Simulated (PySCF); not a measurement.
**InGeH4Cl (SMILES [Cl][InH][GeH3]): levels of theory compared**

Wanted: a comparison of 4 runs (HF/STO-3G, HF/def2-SVP, HF/def2-TZVP, HF/def2-TZVPP) of InGeH4Cl. The job is set up through a Python script.

The calculation is run with PySCF 2.14.0.

### Step 1. The structure to begin with

The species is InGeH4Cl (7 atoms), meant as a singlet with charge 0. As SMILES, `[Cl][InH][GeH3]`. The shape comes from GFN2-xTB, which is rough for such elements, and wasn't checked as a minimum.

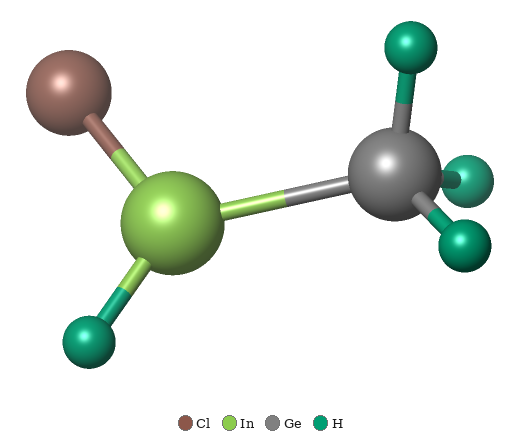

The structure, seen from a chosen angle (chlorine brown, indium green, germanium grey, hydrogen teal).

### Step 2. The charge distribution at HF/STO-3G (run 1)

File calc.py:

```python
# [Cl][InH][GeH3]
from pyscf import gto, scf

mol = gto.M(
    atom=[
    ('Cl', (-2.731880, -1.553780, -0.015670)),
    ('In', (-0.442930, -1.383850, 0.124170)),
    ('Ge', (0.561280, 1.013140, -0.071300)),
    ('H', (0.373840, -2.910430, 0.346190)),
    ('H', (0.342460, 1.619100, -1.443650)),
    ('H', (-0.135620, 1.981090, 0.863430)),
    ('H', (2.032850, 1.234730, 0.196820)),
],
    verbose=3,
    max_memory=1860,
    basis='sto-3g',
)

mf = scf.RHF(mol)
mf.conv_tol = 1e-10
mf.kernel()
if not mf.converged:
    mf = mf.newton().run(mf.mo_coeff, mf.mo_occ)

e_final = mf.e_tot
print('E(%s) = %.9f' % ('HF', e_final))
dip = mf.dip_moment()
pop, q = mf.mulliken_pop()
quad = mf.quad_moment()
```

Run with:

```
$ OMP_NUM_THREADS=1 python calc.py
```

Output:

```text
converged SCF energy = -8191.66459064546
E(HF) = -8191.664590645
Dipole moment(X, Y, Z, Debye):  3.01281, -0.32137,  0.25044
 ** Mulliken pop  **
pop of  0 Cl 1s           1.99997
pop of  0 Cl 2s           1.99903
pop of  0 Cl 3s           1.99140
pop of  0 Cl 2px          1.99273
pop of  0 Cl 2py          1.99944
pop of  0 Cl 2pz          1.99896
pop of  0 Cl 3px          1.59708
pop of  0 Cl 3py          1.97228
pop of  0 Cl 3pz          1.93301
pop of  1 In 1s           2.00000
pop of  1 In 2s           1.99970
pop of  1 In 3s           1.99846
pop of  1 In 4s           2.00803
pop of  1 In 5s           1.03667
pop of  1 In 2px          2.00006
pop of  1 In 2py          2.00006
pop of  1 In 2pz          2.00007
pop of  1 In 3px          1.99801
pop of  1 In 3py          1.99822
pop of  1 In 3pz          1.99774
pop of  1 In 4px          1.99349
pop of  1 In 4py          1.99591
pop of  1 In 4pz          1.98779
pop of  1 In 5px          0.46541
pop of  1 In 5py          0.74169
pop of  1 In 5pz          0.10112
pop of  1 In 3dxy         1.99934
pop of  1 In 3dyz         1.99991
pop of  1 In 3dz^2        1.99908
pop of  1 In 3dxz         1.99996
pop of  1 In 3dx2-y2      1.99898
pop of  1 In 4dxy         1.97990
pop of  1 In 4dyz         1.99731
pop of  1 In 4dz^2        1.97062
pop of  1 In 4dxz         1.99885
pop of  1 In 4dx2-y2      1.96798
pop of  2 Ge 1s           1.99998
pop of  2 Ge 2s           1.99880
pop of  2 Ge 3s           1.99774
pop of  2 Ge 4s           1.28301
pop of  2 Ge 2px          1.99958
pop of  2 Ge 2py          1.99959
pop of  2 Ge 2pz          1.99959
pop of  2 Ge 3px          1.98110
pop of  2 Ge 3py          1.98138
pop of  2 Ge 3pz          1.98144
pop of  2 Ge 4px          0.83226
pop of  2 Ge 4py          0.91560
pop of  2 Ge 4pz          0.83071
pop of  2 Ge 3dxy         1.98884
pop of  2 Ge 3dyz         1.97928
pop of  2 Ge 3dz^2        1.98132
pop of  2 Ge 3dxz         1.99160
pop of  2 Ge 3dx2-y2      1.98145
pop of  3 H 1s            1.17528
pop of  4 H 1s            1.12834
pop of  5 H 1s            1.12868
pop of  6 H 1s            1.12615
 ** Mulliken atomic charges  **
charge of    0Cl =     -0.48390
charge of    1In =      0.76563
charge of    2Ge =      0.27672
charge of    3H =     -0.17528
charge of    4H =     -0.12834
charge of    5H =     -0.12868
charge of    6H =     -0.12615
Traceless quadrupole moment (Debye*A):
```

Run time: 1.1 s. Hardware: 1 thread of Intel Xeon Platinum 8375C at 2.90GHz (Ice Lake), shared host; peak memory 0.11 GiB.

Atomic charges (e):

| atom | Mulliken |
| --- | --- |
| Cl1 | -0.484 |
| In2 | +0.766 |
| Ge3 | +0.277 |
| H4 | -0.175 |
| H5 | -0.128 |
| H6 | -0.129 |
| H7 | -0.126 |

### Step 3. The charge distribution at HF/def2-SVP (core potential) (run 2)

File start.xyz:

```xyz
7
ClGeH4In
Cl    -2.731880    -1.553780    -0.015670
In    -0.442930    -1.383850     0.124170
Ge     0.561280     1.013140    -0.071300
H      0.373840    -2.910430     0.346190
H      0.342460     1.619100    -1.443650
H     -0.135620     1.981090     0.863430
H      2.032850     1.234730     0.196820
```

File run.py:

```python
from pyscf import gto, scf

mol = gto.M(
    atom='start.xyz',
    max_memory=1860,
    spin=0,
    basis='def2-svp',
    charge=0,
    ecp={'In': 'def2-svp'},
    verbose=4,
)

myscf = scf.RHF(mol)
myscf.conv_tol = 1e-10
myscf.kernel()
if not myscf.converged:
    myscf = myscf.newton().run(myscf.mo_coeff, myscf.mo_occ)

e_tot = myscf.e_tot
print(f'total energy: {e_tot:.8f} hartree')
dip = myscf.dip_moment()
pop, q = myscf.mulliken_pop()
quad = myscf.quad_moment()
```

Run with:

```
$ OMP_NUM_THREADS=1 python run.py
```

Output:

```text
PySCF version 2.14.0

[... 63 lines left out ...]
converged SCF energy = -2726.03853715302
total energy: -2726.03853715 hartree
Dipole moment(X, Y, Z, Debye):  2.28297,  0.00109,  0.16533
[... 66 lines left out ...]
pop of  2 Ge 3dx2-y2      1.62932
pop of  2 Ge 4dxy         0.35968
pop of  2 Ge 4dyz         0.36023
pop of  2 Ge 4dz^2        0.35989
pop of  2 Ge 4dxz         0.35931
pop of  2 Ge 4dx2-y2      0.36004
pop of  2 Ge 5dxy         0.02642
pop of  2 Ge 5dyz         0.03216
pop of  2 Ge 5dz^2        0.03969
pop of  2 Ge 5dxz         0.02683
pop of  2 Ge 5dx2-y2      0.03854
pop of  3 H 1s            0.65835
pop of  3 H 2s            0.51015
pop of  3 H 2px           0.00185
pop of  3 H 2py           0.00550
pop of  3 H 2pz           0.00042
pop of  4 H 1s            0.72181
pop of  4 H 2s            0.38032
pop of  4 H 2px           0.00105
pop of  4 H 2py           0.00299
pop of  4 H 2pz           0.00831
pop of  5 H 1s            0.72243
pop of  5 H 2s            0.37903
pop of  5 H 2px           0.00274
pop of  5 H 2py           0.00540
pop of  5 H 2pz           0.00423
pop of  6 H 1s            0.72266
pop of  6 H 2s            0.37844
pop of  6 H 2px           0.00983
pop of  6 H 2py           0.00149
pop of  6 H 2pz           0.00114
 ** Mulliken atomic charges  **
charge of    0Cl =     -0.40094
charge of    1In =      0.69630
charge of    2Ge =      0.22276
charge of    3H =     -0.17627
charge of    4H =     -0.11448
charge of    5H =     -0.11382
charge of    6H =     -0.11356
Traceless quadrupole moment (Debye*A):
```

Wall time 2.2 s (1 thread of Intel Xeon Platinum 8375C at 2.90GHz (Ice Lake), shared host); peak memory 0.18 GiB.

Atomic charges (e):

```csv
atom,Mulliken
Cl1,-0.401
In2,+0.696
Ge3,+0.223
H4,-0.176
H5,-0.115
H6,-0.114
H7,-0.114
```

Run 3 isn't shown in full; the table further down has it.

### Step 4. The charge distribution at HF/def2-TZVPP (core potential) (run 4)

File input.py:

```python
from pyscf import gto, scf

mol = gto.M(
    atom='''
Cl    -2.731880    -1.553780    -0.015670
In    -0.442930    -1.383850     0.124170
Ge     0.561280     1.013140    -0.071300
H      0.373840    -2.910430     0.346190
H      0.342460     1.619100    -1.443650
H     -0.135620     1.981090     0.863430
H      2.032850     1.234730     0.196820
''',
    ecp={'In': 'def2-svp'},
    basis='def2-tzvpp',
    verbose=4,
    max_memory=1860,
    spin=0,
)

mf = scf.RHF(mol)
mf.conv_tol = 1e-10
mf.kernel()
if not mf.converged:
    mf = mf.newton().run(mf.mo_coeff, mf.mo_occ)

e_final = mf.e_tot
print('E = %.10f Eh' % e_final)
dip = mf.dip_moment()
pop, q = mf.mulliken_pop()
quad = mf.quad_moment()
```

Run with:

```
$ OMP_NUM_THREADS=1 python input.py
```

Output:

```text
PySCF version 2.14.0

[... 65 lines left out ...]
converged SCF energy = -2726.46876681713
[... 1 line left out ...]
Dipole moment(X, Y, Z, Debye):  2.36555,  0.09361,  0.16351
[... 166 lines left out ...]
pop of  4 H 3dz^2         0.00022
pop of  4 H 3dxz          0.00014
pop of  4 H 3dx2-y2       0.00004
pop of  5 H 1s            0.23026
pop of  5 H 2s            0.57369
pop of  5 H 3s            0.23706
pop of  5 H 2px           0.00056
pop of  5 H 2py           0.00110
pop of  5 H 2pz           0.00088
pop of  5 H 3px           0.00416
pop of  5 H 3py           0.00595
pop of  5 H 3pz           0.00513
pop of  5 H 3dxy          0.00011
pop of  5 H 3dyz          0.00014
pop of  5 H 3dz^2         0.00014
pop of  5 H 3dxz          0.00010
pop of  5 H 3dx2-y2       0.00010
pop of  6 H 1s            0.23030
pop of  6 H 2s            0.57335
pop of  6 H 3s            0.23891
pop of  6 H 2px           0.00204
pop of  6 H 2py           0.00028
pop of  6 H 2pz           0.00023
pop of  6 H 3px           0.00850
pop of  6 H 3py           0.00351
pop of  6 H 3pz           0.00335
pop of  6 H 3dxy          0.00015
pop of  6 H 3dyz          0.00001
pop of  6 H 3dz^2         0.00008
pop of  6 H 3dxz          0.00017
pop of  6 H 3dx2-y2       0.00020
 ** Mulliken atomic charges  **
charge of    0Cl =     -0.48923
charge of    1In =      0.81352
charge of    2Ge =      0.02980
charge of    3H =     -0.17300
charge of    4H =     -0.06063
charge of    5H =     -0.05939
charge of    6H =     -0.06108
Traceless quadrupole moment (Debye*A):
```

It took 21 s on 1 thread of Intel Xeon Platinum 8375C at 2.90GHz (Ice Lake), shared host; peak memory 1.5 GiB.

Atomic charges (e):

```csv
atom,Mulliken
Cl1,-0.489
In2,+0.814
Ge3,+0.030
H4,-0.173
H5,-0.061
H6,-0.059
H7,-0.061
```

### Step 5. Overview of the runs

```
run                           level  core potential   energy (Eh)  dipole moment (D)  HOMO energy (eV)  LUMO energy (eV)  wall time
  1                       HF/STO-3G               –  -8191.664591               3.04             -8.07              4.71      1.1 s
  2    HF/def2-SVP (core potential)        def2-svp  -2726.038537               2.29            -10.18              0.49      2.2 s
  3   HF/def2-TZVP (core potential)        def2-svp  -2726.468088               2.37            -10.21              0.32      9.9 s
  4  HF/def2-TZVPP (core potential)        def2-svp  -2726.468767               2.37            -10.21              0.33       21 s
```

### Step 6. Results

| quantity | value |
| --- | --- |
| run 4: total energy | -2726.46877 Eh |
| run 4: dipole moment | 2.37 D |
| run 4: HOMO energy | -10.21 eV |
| run 4: LUMO energy | 0.33 eV |
| run 4: HOMO–LUMO gap | 10.54 eV |

In words: The dipole moment (its size) runs from 2.29 D (HF/def2-SVP) to 3.04 D (HF/STO-3G). The two ends differ in basis and core potential. The HOMO–LUMO gap runs from 10.54 eV (HF/def2-TZVPP) to 12.77 eV (HF/STO-3G). Some runs of one species differ in core potentials or relativity; totals across that change don't compare. In run 1 the basis is minimal, so the values are rough. In run 1 relativity is left out where basis or elements ask for it. All runs together took 34 s, the longest 21 s.
